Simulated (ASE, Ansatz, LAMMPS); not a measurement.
## Localised basis functions on twisted graphene monolayer on bilayer, 5.09° (762 atoms)

Wanted: errors and times of a linear-scaling basis for twisted graphene monolayer on bilayer, 5.09° (762 atoms).

Main program and level: Ansatz 0.2.0; Kohn-Sham DFT, PBE+D3(BJ), PAW (set soft_2), plane waves.

## (1) Starting point

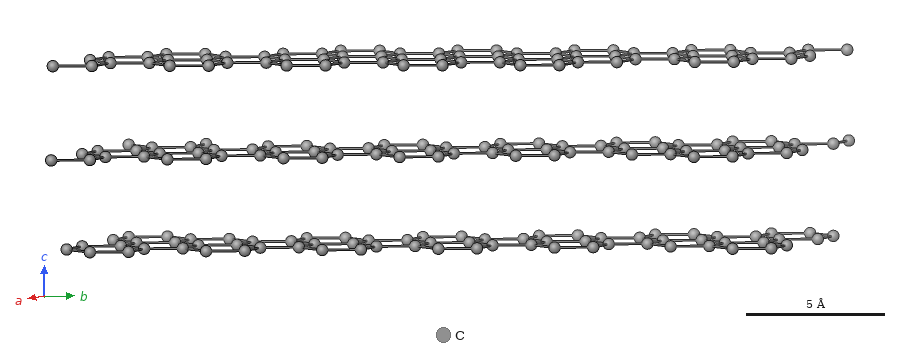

The cell as given, in part (carbon grey). Drawn is a slice 7 Å thick, seen along the normal of the bc plane.

The cell holds 762 atoms: 762 C. Its edges and angles: a = 27.723 Å, b = 27.723 Å, c = 20.690 Å, α = 90.0°, β = 90.0°, γ = 120.0°. It derives from C (graphene). Graphene (a = 2.46 Å) under graphene (a = 2.46 Å), monolayer on bilayer, commensurate cell of 127 unit cells a layer, twist 5.09 deg; facing planes 3.32, 3.37 Å apart as built; 14 Å of vacuum; minimised with a classical potential. Regions: layer 1, 254 atoms (254 C); layer 2, 254 atoms (254 C); layer 3, 254 atoms (254 C). Vacuum lies along c.

Limits known from the start: Beside vacuum, support functions can miss their usual error bounds without a warning.

## (2) How the cell was made

A minimisation with a classical potential prepares the built cell.

This step: classical potential: AIREBO (Stuart, Tutein and Harrison, J. Chem. Phys. 112, 6472 (2000)) (LAMMPS stable Jul 2025 - Update 4).

Contents of in.lammps:

```
units metal
atom_style atomic
boundary p p p
atom_modify map array
read_data structure.data
pair_style airebo 3.0 1 1
pair_coeff * * CH.airebo C
thermo_style custom step temp pe press lx ly lz fmax
thermo 200
min_style cg
minimize 0 1e-4 3000 30000
write_data relaxed.data nocoeff
```

The run is started by

```console
> lmp -in in.lammps -log log.lammps -screen none -nocite
```

Numbers of over 12 decimals in the logs are rounded to 6 here.

What it wrote:

```text
LAMMPS (22 Jul 2025 - Update 4)
  762 atoms
   Step          Temp          PotEng         Press            Lx             Ly             Lz            Fmax     
         0   0             -5668.8395     -65291.872      27.7228        24.008649      20.69          0.021938337  
        93   0             -5668.9164     -65731.118      27.7228        24.008649      20.69          9.3028362e-06
Loop time of 7.38581 on 1 procs for 93 steps with 762 atoms
Minimization stats:
  Stopping criterion = force tolerance
  Energy initial, next-to-last, final = 
     -5668.83950766472  -5668.91639391997  -5668.91639392011
  Force two-norm initial, final = 0.28045838 9.4442729e-05
  Force max component initial, final = 0.021938337 9.3028362e-06
  Iterations, force evaluations = 93 186
```

Elapsed: 8.5 s, on 1 thread of Intel Xeon at 2.80GHz (Skylake/Cascade Lake), shared host.

## (3) Plane-wave single point

This run is the reference for what follows, at a cutoff of 420 eV.

Contents of input.yaml:

```yaml
crystal:
  lattice:
    - [27.7228, 0.0, 0.0]
    - [-13.8614, 24.00865, 0.0]
    - [0.0, 0.0, 20.69]
  atoms:
    - { symbol: C, position: [0.05774, 0.90289, 0.33647] }
    - { symbol: C, position: [0.06037, 0.85302, 0.33642] }
    - { symbol: C, position: [0.10499, 0.00525, 0.33647] }
    - { symbol: C, position: [0.10761, 0.95538, 0.33643] }
    - { symbol: C, position: [0.06562, 0.75328, 0.33644] }
    - { symbol: C, position: [0.06824, 0.70341, 0.33639] }
    - { symbol: C, position: [0.11286, 0.85564, 0.33646] }
    - { symbol: C, position: [0.11549, 0.80577, 0.33642] }
    - { symbol: C, position: [0.16011, 0.95801, 0.33646] }
    - { symbol: C, position: [0.16273, 0.90814, 0.33642] }
    - { symbol: C, position: [0.07349, 0.60367, 0.33642] }
    - { symbol: C, position: [0.07612, 0.55381, 0.33638] }
    - { symbol: C, position: [0.12074, 0.70604, 0.33645] }
    - { symbol: C, position: [0.12336, 0.65617, 0.33641] }
    - { symbol: C, position: [0.16798, 0.8084, 0.33646] }
    - { symbol: C, position: [0.1706, 0.75853, 0.33642] }
    - { symbol: C, position: [0.21522, 0.91076, 0.33645] }
    - { symbol: C, position: [0.21785, 0.86089, 0.33642] }
    - { symbol: C, position: [0.26247, 0.01312, 0.33643] }
    - { symbol: C, position: [0.26509, 0.96325, 0.33639] }
    - { symbol: C, position: [0.08136, 0.45407, 0.33643] }
    - { symbol: C, position: [0.08399, 0.4042, 0.33639] }
    - { symbol: C, position: [0.12861, 0.55643, 0.33645] }
    - { symbol: C, position: [0.13123, 0.50656, 0.33641] }
    - { symbol: C, position: [0.17585, 0.65879, 0.33646] }
    - { symbol: C, position: [0.17848, 0.60892, 0.33642] }
    - { symbol: C, position: [0.2231, 0.76115, 0.33647] }
    - { symbol: C, position: [0.22572, 0.71129, 0.33643] }
    - { symbol: C, position: [0.27034, 0.86352, 0.33645] }
    - { symbol: C, position: [0.27297, 0.81365, 0.33642] }
    - { symbol: C, position: [0.31759, 0.96588, 0.33642] }
    - { symbol: C, position: [0.32021, 0.91601, 0.33639] }
    [... 724 atom lines left out ...]
    - { symbol: C, position: [0.95798, 0.16008, 0.66283] }
    - { symbol: C, position: [0.95536, 0.10759, 0.66282] }
    - { symbol: C, position: [0.01311, 0.26244, 0.66287] }
    - { symbol: C, position: [0.01048, 0.20995, 0.66284] }
    - { symbol: C, position: [0.00524, 0.10498, 0.66275] }
    - { symbol: C, position: [0.00262, 0.05249, 0.66277] }
kpoints:
  mp_grid: { grid: [3, 3, 1] }
hamiltonian:
  xc: pbe
  dispersion: d3bj
scf:
  occupations: { method: fermi_dirac, width: 0.05 }
output:
  forces: true
  populations: true
  dos:
    method: { smearing: { sigma: 0.1 } }
    de: 0.1
    projected: { site_lists: { C: [C] } }
  eigenvalues: true
```

The run is started by

```console
> ansatz run input.yaml --threads 32 --pin off --max-ram 143360MiB --backend cuda --events-out ev --progress --plain --runs-dir out
```

What it wrote:

```text
Warning: the atoms were moved onto the symmetric positions of the space group found under crystal.symmetry.tolerance 1.0e-5 (fractional; no operation is sought that the atoms, as they stand in a round, miss by more than twice it, and no atom is moved by as much as it), and the run uses the moved positions. [...]
Engine: ansatz 0.2.0, aarch64-unknown-linux-gnu
Pseudopotentials: kind: paw
Pseudopotential: C, paw, valence charge 4, recommended cutoff 420 eV (normal), C.paw.azcp
Functional definition: PBE
  parameter kappa = 0.804
  parameter beta = 0.066725
  exchange = pbe_x(kappa = kappa, mu = beta*pi^2/3)
  correlation = pbe_c(beta = beta)
[...]
Crystal: 762 atoms, lattice volume = 13770.995 Å³
Basis set: ecut = 420 eV, 269211 PW (Γ), exchange–correlation on 384×384×288 points (8 copies of the dense FFT grid, shifted against one another)
Bands: 2286, of which v1, the nominal top of the filled ones, is band 1524 counted from 1 (1523 counted from 0)
Symmetry: 3 space group operations
Space group: P3 (ITA 143), of the structure as read, at distance tolerance 2.4e-4 Å
k-points: 3 of 9 (time reversal used)
Non-local potential: C, projectors of the file, l = 0: 2, l = 1: 2, l = 2: 1
PAW form: soft (Blöchl's): semilocal exchange-correlation on the pseudo side does not see the compensation charge
PAW one-centre angular grid: C, 110 points (default); XC on 64 Gauss nodes
Initial density: superposition of atomic densities (neutral atoms: chi_scale 0, normalization atom), corrected by the library's trained network
Initial wavefunctions: pseudopotential atomic-orbital guess
[...]
Functional: x = pbe(κ = 0.804, μ = 0.219515), c = pbe(β = 0.066725)
SCF iter   1: F=—  HF=-191310.531410 eV  |F-HF|=—  |Δ(HF+E_count)|=         —  Δρ=2.36e-3  dr2=8.38e-1  ethr=1.77e-3  ⟨swp⟩=7.3  Hψ=35278  notcnv=0  defer=1716
preconditioner: auto → LDOS  [metal: Δε(μ)=0.041 eV  Ē_g=15.372 eV  σ=0.050 eV  W_gap=0.20  n_scr=2232 (ndim 8)  ℏωp=17.5 eV  f_vac=0.504  D(μ)=9.06/eV (n_scr^D=8)  β→1.0]
SCF iter   2: F=—  HF=-191310.632289 eV  |F-HF|=—  |Δ(HF+E_count)|=   1.01e-1  Δρ=1.18e-3  dr2=4.80e-1  ethr=2.75e-5  ⟨swp⟩=2.0  Hψ=12639  notcnv=0  defer=2106
SCF iter   3: F=—  HF=-191310.482413 eV  |F-HF|=—  |Δ(HF+E_count)|=   1.50e-1  Δρ=4.14e-4  dr2=9.93e-2  ethr=1.57e-5  ⟨swp⟩=2.0  Hψ=9156  notcnv=0  defer=2106
SCF iter   4: F=—  HF=-191310.463502 eV  |F-HF|=—  |Δ(HF+E_count)|=   1.89e-2  Δρ=9.99e-5  dr2=9.33e-4  ethr=3.26e-6  ⟨swp⟩=2.0  Hψ=8189  notcnv=0  defer=2106
SCF iter   5: F=—  HF=-191310.470335 eV  |F-HF|=—  |Δ(HF+E_count)|=   6.83e-3  Δρ=3.45e-5  dr2=2.64e-4  ethr=3.06e-8  ⟨swp⟩=3.0  Hψ=10295  notcnv=0  defer=2106
SCF iter   6: F=—  HF=-191310.480728 eV  |F-HF|=—  |Δ(HF+E_count)|=   1.04e-2  Δρ=6.44e-6  dr2=1.05e-5  ethr=8.66e-9  ⟨swp⟩=2.0  Hψ=10346  notcnv=0  defer=2106
SCF iter   7: F=—  HF=-191310.478451 eV  |F-HF|=—  |Δ(HF+E_count)|=   2.28e-3  Δρ=3.27e-6  dr2=3.51e-6  ethr=3.45e-10  ⟨swp⟩=2.0  Hψ=9330  notcnv=0  defer=2106
SCF iter   8: F=—  HF=-191310.478452 eV  |F-HF|=—  |Δ(HF+E_count)|=   8.25e-7  Δρ=1.18e-6  dr2=1.90e-7  ethr=1.15e-10  ⟨swp⟩=2.0  Hψ=7166  notcnv=0  defer=2106
SCF iter   9: F=-191310.478452 eV  HF=-191310.478452 eV  |F-HF|=3.02e-8  |Δ(HF+E_count)|=   2.30e-7  Δρ=4.84e-7  dr2=3.84e-8  ethr=3.28e-12  ⟨swp⟩=30.3  Hψ=67655  notcnv=0
SCF 1 converged in 9 iterations: F = -191310.478452 eV  dr2 = 3.84e-8
  greatest PAW one-centre occupation: 0.674 electrons in one spin orbital (limit 2), on the C atom at site 458 (counted from 0), in its partial waves of l = 0
SCF converged after 9 iterations
Free energy (F): -191310.478452 eV
Harris-Foulkes:  -191310.478452 eV  (|F-HF|=3.02e-8)
Internal energy: -191310.409954 eV  (E = F + TS)
E sigma→0 (E₀):  -191310.444203 eV
Entropy (-TS):   -0.068498 eV (-0.090 meV/atom)
Fermi energy:    1.227189 eV
--- Per-component energies (eV) ---
  E_band       = -24150.041966
  E_kinetic    = 69417.300571
  E_local      = -1354931.994793  (includes V_loc(G=0)·N_el)
  E_nonlocal   = 20839.429491
  E_hartree    = 645531.578390
  E_xc         = -36615.445826
  E_vxc        = -45336.121017  (∫ρ·V_xc dr)
  E_paw        = -75714.518772  (= ΣΔE_a)
  E_vpaw       = -5201.848233  (= ΣTr[D̂ρ^β])
  E_aug_tail   = 0.005804  (compensation charges beyond the density's cutoff)
  E_ewald      = 540263.045800
  E_disp       = -99.810620  (pairwise vdW)
  E_smearing   = -0.068498  (= −TS)
  E_closure    = 0.000000  (closes the sum)
  Σ components = -191310.478452   (vs F -191310.478452, Δ=0.00e0)
--- Forces (eV/Å), atoms counted from 1 ---
[... 762 lines of forces left out ...]
  max |Σ_I F_I| component: 1.09e-3 eV/Å
--- Band table (eV) ---
[... left out ...]
--- Löwdin populations: 762 sites ---
  site symbol       q [e]
[... 762 lines, one an atom, left out ...]
  spilling = 0.009380 (of n_electrons = 3048.000000)
```

It took 1.8 min on 1 × NVIDIA GB200 with 32 threads of Arm Neoverse V2, shared host; peak memory 15 GiB.

That memory is the host's. Forces of this run were stored rounded, and per-atom blocks of the log weren't kept.

The program notes that it cut back its work space to fit the memory limit and positions were snapped to a detected symmetry.

Read from the output:

```yaml
free_energy: -191310.4785 eV
free_energy_per_atom: -251.0636 eV/atom
scf_cycles: 9
r_m_s_force_component: 0.01394 eV/Å
longest_force: 0.05337 eV/Å
fermi_energy: 1.227 eV
levels_partly_filled_by_over_2_per_cent: 4
spilling_of_the_projection: 0.00938
```

The mean of these charges, 0.038 e, is only the charge that the projection spills.

Löwdin charges by element (they lack the spilled electrons, 0.038 e an atom on average):

| element | coordination | atoms | mean charge (e) | spread | least | most |
| --- | --- | --- | --- | --- | --- | --- |
| C | all | 762 | 0.0375 | 0.0026 | 0.0312 | 0.0408 |

By region:

| region | atoms | mean length of the force (eV/Å) |
| --- | --- | --- |
| layer 1 | 254 | 0.022 |
| layer 2 | 254 | 0.025 |
| layer 3 | 254 | 0.02 |

Density of states as counts of states in windows of 1 eV (from the Fermi level), total and some projections:

| from (eV) | to (eV) | total | C p | C s |
| --- | --- | --- | --- | --- |
| -18 | -17 | 118.9 | 40.3 | 76.5 |
| -17 | -16 | 124.4 | 50.2 | 72.3 |
| -16 | -15 | 127.2 | 56.5 | 69.1 |
| -15 | -14 | 143.0 | 63.5 | 78.0 |
| -14 | -13 | 85.2 | 46.9 | 37.4 |
| -13 | -12 | 147.0 | 98.0 | 47.1 |
| -12 | -11 | 112.8 | 75.0 | 37.0 |
| -11 | -10 | 131.4 | 97.2 | 32.9 |
| -10 | -9 | 136.3 | 109.9 | 25.2 |
| -9 | -8 | 171.4 | 144.9 | 24.9 |
| -8 | -7 | 228.8 | 207.8 | 18.2 |
| -7 | -6 | 364.3 | 346.6 | 14.6 |
| -6 | -5 | 271.2 | 261.9 | 7.4 |
| -5 | -4 | 226.7 | 222.3 | 3.4 |
| -4 | -3 | 208.9 | 207.4 | 1.0 |
| -3 | -2 | 161.0 | 160.5 | 0.0 |
| -2 | -1 | 83.5 | 83.2 | 0.0 |
| -1 | 0 | 23.9 | 23.8 | 0.0 |
| 0 | 1 | 23.1 | 22.9 | 0.0 |
| 1 | 2 | 131.0 | 126.8 | 0.0 |
| 2 | 3 | 125.0 | 120.3 | 0.0 |
| 3 | 4 | 115.5 | 89.2 | 0.1 |
| 4 | 5 | 139.5 | 72.7 | 0.1 |

Between -20 and -18 eV lie 182 more states.

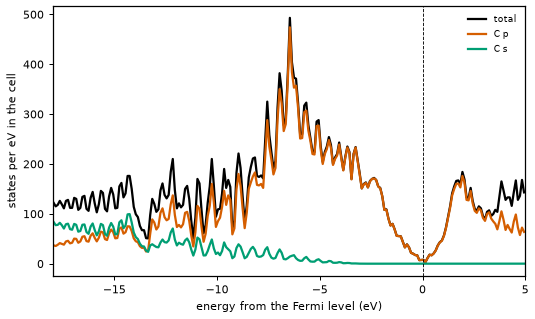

Total and projected density of states, with the broadening of the input.

Not all projections were asked for or kept, so they needn't add up to the total.

The levels nearest the highest filled one (over half full), pooled over k-points and spins:

| level less the highest filled one (eV) | occupation |
| --- | --- |
| -0.434 | 2 |
| -0.388 | 2.00 |
| -0.280 | 2.00 |
| -0.251 | 1.99 |
| -0.225 | 1.99 |
| 0 | 1.23 |
| 0.0271 | 0.963 |
| 0.0271 | 0.963 |
| 0.0348 | 0.887 |
| 0.315 | 0.006 |
| 0.327 | 0.005 |
| 0.355 | 0.003 |

Löwdin charges run from +0.03 to +0.04 e, about a mean that is the spilled charge alone. Within 0.4 eV of the Fermi level the largest share is C p (100 % of the projected weight).

## (4) Distances and neighbours

These statistics describe the geometry on which the runs were made.

Normalised to the volume that the atoms fill. Pair distribution function in bins of 0.2 Å:

| r (Å) | total |
| --- | --- |
| 1.40 | 4.50 |
| 1.60 | 0.00 |
| 1.80 | 0.00 |
| 2.00 | 0.00 |
| 2.20 | 0.00 |
| 2.40 | 2.98 |
| 2.60 | 0.00 |
| 2.80 | 1.15 |
| 3.00 | 0.00 |
| 3.20 | 0.00 |
| 3.40 | 0.26 |
| 3.60 | 0.94 |
| 3.80 | 1.53 |
| 4.00 | 0.25 |
| 4.20 | 1.58 |
| 4.40 | 0.68 |
| 4.60 | 0.21 |
| 4.80 | 0.22 |
| 5.00 | 1.66 |
| 5.20 | 0.89 |
| 5.40 | 0.39 |
| 5.60 | 0.45 |
| 5.80 | 0.17 |
| 6.00 | 0.33 |
| 6.20 | 1.12 |
| 6.40 | 0.15 |
| 6.60 | 1.21 |
| 6.80 | 0.25 |

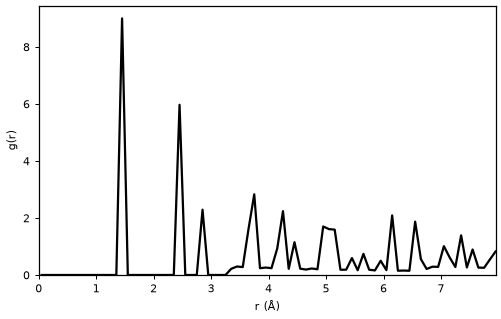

Pair distribution functions.

Bonds by pair of elements; cutoffs follow the first minimum of g(r), held within bounds set by covalent radii, and pairs that aren't listed don't count as bonded:

| pair A-B | cutoff (Å) | bonds | mean length (Å) | spread (Å) | shortest (Å) | B about A | A about B |
| --- | --- | --- | --- | --- | --- | --- | --- |
| C-C | 1.82 | 1143 | 1.42 | 0 | 1.42 | 3 | 3 |

How many atoms have how many bonded neighbours:

| element | mean | 3 |
| --- | --- | --- |
| C | 3 | 762 |

Bond angles, per cent of each kind in bins of 5°:

| angle (°) | C-C-C |
| --- | --- |
| 115–120 | 56.6 |
| 120–125 | 43.4 |

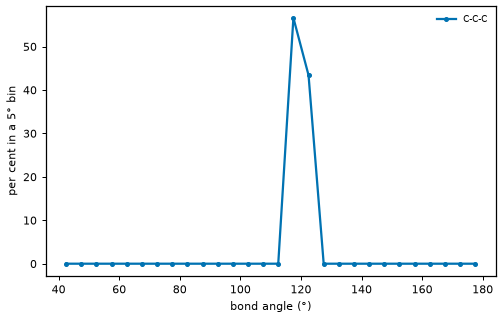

Distributions of the most common bond angles.

Bond angles (no mean is given where the spread exceeds 20°):

| angle | count | mean (°) | spread (°) |
| --- | --- | --- | --- |
| C-C-C | 2286 | 120 | 0 |

By these cutoffs all C atoms have 3 bonded neighbours.

The surroundings of C747, picked at random, nearest first, numbered as they follow in the input and with coordinates relative to it.

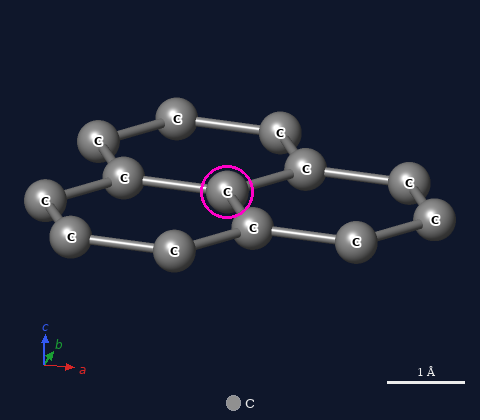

The atoms of the table, within 2.8 Å (arrows a, b, c point along x, y, z); some may hide others; the central atom is ringed.

| atom | x | y | z | distance (Å) | bonds |
| --- | --- | --- | --- | --- | --- |
| C747 | 0.00 | 0.00 | 0.00 | 0.00 | 3 |
| C748 | 0.66 | -1.26 | 0.00 | 1.42 | 3 |
| C750 | 0.76 | 1.20 | 0.00 | 1.42 | 3 |
| C738 | -1.42 | 0.06 | 0.00 | 1.42 | 3 |
| C645 | -0.11 | -2.46 | 0.00 | 2.46 | 3 |
| C755 | 2.07 | -1.32 | 0.00 | 2.46 | 3 |
| C749 | 0.11 | 2.46 | 0.00 | 2.46 | 3 |
| C757 | 2.18 | 1.13 | 0.00 | 2.46 | 3 |
| C737 | -2.07 | 1.32 | 0.00 | 2.46 | 3 |
| C735 | -2.18 | -1.13 | 0.00 | 2.46 | 3 |
| C736 | -1.53 | -2.39 | 0.00 | 2.84 | 3 |
| C740 | -1.31 | 2.52 | 0.00 | 2.84 | 3 |
| C758 | 2.84 | -0.13 | 0.00 | 2.84 | 3 |

The column of bonds counts only the pairs C-C within 1.82 Å; other neighbours, such as metal atoms beside each other in a compound, aren't counted, and periodic images can show an atom twice.

## (5) Support functions medium

The cell is solved in localised support functions. The level medium gives here a grid of 144×144×96 points and a radius of 3.48 Å.

This step: Kohn-Sham DFT, PBE+D3(BJ), PAW (set soft_2), localised support functions (medium) (Ansatz 0.2.0).

input.yaml, the sections that differ from step 3:

```yaml
scf:
  occupations: { method: fermi_dirac, width: 0.05 }
  eigensolver: { kind: { support_functions: { accuracy: medium } } }
  mixing: { beta: 0.2 }
  max_iter: 150
output:
  forces: true
  eigenvalues: true
# crystal, kpoints, hamiltonian: as in step 3
```

What it wrote:

```text
Warning: scf.eigensolver.kind.support_functions: disabling space-group detection — the functions' gradient is summed over unrotated k-points, so no spatial operation reduces the k-mesh or symmetrises the density; time reversal is kept, so that k and −k are solved as one point where they differ and the mesh holds both, and exact exchange and, on two spinor components, a DFT+U term hold to it where the run has them: [...]
settings of this run that can trade accuracy for cost: scf.eigensolver.kind.support_functions [...]
[...]
device memory: the entry about to start is reckoned to put 31.8 GiB on a device that reports 182.5 GiB free
GPU FFT provider: cuFFT
GPU libraries: cuBLAS 13.8.1, cuFFT 12.4.0, cuSOLVER 12.3.2
GPU matrix products: emulated (plane waves: as basis.precision tells), large ones in fixed point in workspaces of 1.00 GiB
Crystal: 762 atoms, lattice volume = 13770.995 Å³
Basis set: ecut = 420 eV, 269211 PW (Γ), exchange–correlation on 384×384×288 points (8 copies of the dense FFT grid, shifted against one another)
Bands: 1829, of which v1, the nominal top of the filled ones, is band 1524 counted from 1 (1523 counted from 0)
Symmetry: 1 space group operations
k-points: 5 of 9 (time reversal used)
[...]
GPU buffer pool allocated for 5308416 grid points (all kernels)
Eigensolver: Support functions (medium, 144×144×96 points, laid for a spacing of at most 0.228497 Å, radius 3.476611 Å, 381 sites without an atom, 1 species' potentials softened for the grid, 1 wholly corrected for its errors in the mean over positions, 1 with the egg-box correction, energy correction by stochastic trace)
[...]
SCF iter   1: F=—  HF=-191480.057430 eV  |F-HF|=—  |Δ(HF+E_count)|=         —  Δρ=7.49e-2  dr2=7.46e2  ethr=1.00e-1
[...]
SCF iter  16: F=—  HF=-191313.231398 eV  |F-HF|=—  |Δ(HF+E_count)|=   2.53e-3  Δρ=9.41e-6  dr2=1.20e-5  ethr=1.63e-9  κ⁻¹=2.3e-6(r=7)
SCF iter  17: F=-191313.231429 eV  HF=-191313.231418 eV  |F-HF|=1.05e-5  |Δ(HF+E_count)|=   2.01e-5  Δρ=7.57e-6  dr2=5.85e-6  ethr=3.93e-10
SCF 1 converged in 17 iterations: F = -191313.266125 eV  dr2 = 5.85e-6
[...]
SCF converged after 17 iterations
Stability not checked: this state was not tested for a lower state beside it, because the mixer in use, unlike msr1, does not test its closes by its own steps (another_mixer; see scf.mixing.algorithm and scf.lower_state_search)
Free energy (F): -191313.266125 eV
[...]
Internal energy: -191313.197655 eV  (E = F + TS)
E sigma→0 (E₀):  -191313.231890 eV
Entropy (-TS):   -0.068470 eV (-0.090 meV/atom)
Fermi energy:    1.226915 eV
[...]
Σ components = -191313.266125   (vs F -191313.266125, Δ=0.00e0)
--- Forces (eV/Å), atoms counted from 1 ---
[... 762 lines of forces left out ...]
  max |Σ_I F_I| component: 2.69e-2 eV/Å
--- Band table (eV; the first three rows and the last of 5) ---
```

Wall time 95 s (1 × NVIDIA GB200 with 32 threads); peak memory 3.6 GiB.

That memory is the host's; the program planned up to 31.8 GiB on the GPU.

The program notes that the band table was not solved further than the SCF left it and it switched symmetry off.

Keys that differ from the reference: support_functions.accuracy = "medium", scf.max_iter = 150 and scf.mixing.beta = 0.2.

Forces differ from the reference by 3.6 meV/Å r.m.s.; the energy by -3.7 meV/atom.

## (6) The ladder side by side

Differences are against the plane-wave reference (Kohn-Sham DFT, PBE+D3(BJ), PAW (set soft_2), plane waves), whose r.m.s. force component is 0.0139 eV/Å. Energies are set beside the reference only for runs with its functional, potentials and electron count. Times are for 1 × NVIDIA GB200 with 32 threads of Arm Neoverse V2, shared host. The reference's time includes the DOS, which some other runs skip.

| run | Δ force, r.m.s. (meV/Å) | Δ energy (meV/atom) | cycles | time | host memory (GiB) |
| --- | --- | --- | --- | --- | --- |
| reference | - | - | 9 | 1.8 min | 15 |
| support functions medium | 3.63 | -3.66 | 17 | 95 s | 3.6 |

## (7) Outcome

| Property | Result |
| --- | --- |
| free energy per atom | -251.0636 eV/atom |
| r.m.s. force component | 0.01394 eV/Å |
| wall time of the 2 DFT runs | 3.4 min |

The setting support functions medium changes forces by 3.6 meV/Å r.m.s. Differences between support functions and plane waves include what basis error the plane-wave run still has.

No gap is quoted, since levels at the Fermi energy are partly filled. With the cutoffs above, all C atoms have 3 bonded neighbours.

[Logs are printed without paths, hosts, clocks, repeated set-up lines and the standing remarks that a program may print on its own settings, such as how far it seeks lower states.]

[Hosts, paths, dates, database ids (printed as entryN), source tags and the programs' standing remarks are cut or masked in the printed files.]
